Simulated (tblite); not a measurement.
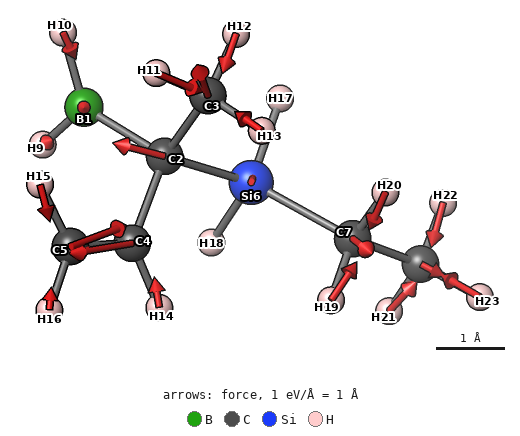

Starting geometry of C$_{6}$H$_{15}$BSi with the computed forces as red arrows. Style: ball-and-stick. Shown at a tilt.

Theory: tblite, GFN2-xTB geometry optimisation, gas phase. 

### Is this structure relaxed? If not, where do the atoms go?

It isn't relaxed: the largest force vector, on a C atom, is 1.39 eV/Å. The final displacements have little in common with the starting forces (cosine between the two patterns 0.17). The energy falls by 9.25 kcal/mol in 180 geometry steps. The largest move after the best rigid fit is that of an H atom, 1.95 Å. Largest moves by element: H 1.95 Å, C 0.89 Å, B 0.29 Å, Si 0.14 Å. Some distances before and after: C–Si 1.885 → 1.955 Å, B–C 1.588 → 1.546 Å, C–C 1.516 → 1.489 Å, C–C 1.349 → 1.324 Å. Bond angles that change, for instance: B–C–Si 106.6° → 97.4°, C–C–H 120.2° → 114.2°, C–C–Si 109.3° → 104.6°. Groups turn about C–C by about 70°, B–C by about 25°. The run took 2.9 s on 1 thread of Arm Neoverse N1, on a shared host.
